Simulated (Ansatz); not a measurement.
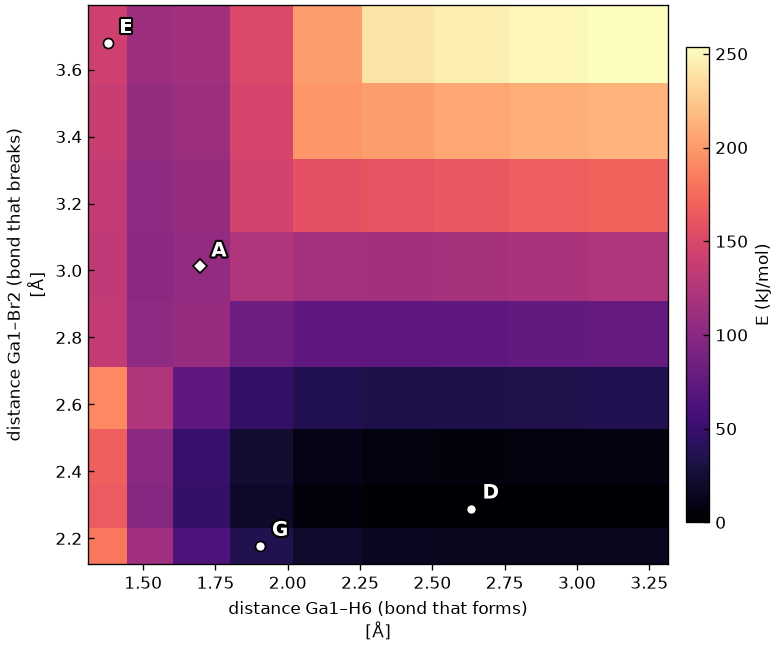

The reacting system BrGaH4 (fragments BrGaH₂ + H₂ where the first distance is long, GaH₃ + BrH where the second is long). Coordinates scanned: (1) distance Ga1–H6 (bond that forms); (2) distance Ga1–Br2 (bond that breaks). Relaxed at each point: all other coordinates. The scan uses a 9 × 9 grid. Points are written as (first, second). All energies are given in kJ/mol relative to the lowest grid point. Energies and slopes of some neighbouring points disagree (a jump in structure or state, or too coarse a mesh). The reference is spin-restricted, so regions where a bond is pulled apart into radicals lie too high. Theory: RKS B3LYP-D4/def2-SVP (Ansatz).

Drawn: one coloured cell a grid point, lettered points.

### Rank the lettered points by energy, lowest first.

D (0 kJ/mol), G (35 kJ/mol), A (105 kJ/mol), E (142 kJ/mol).
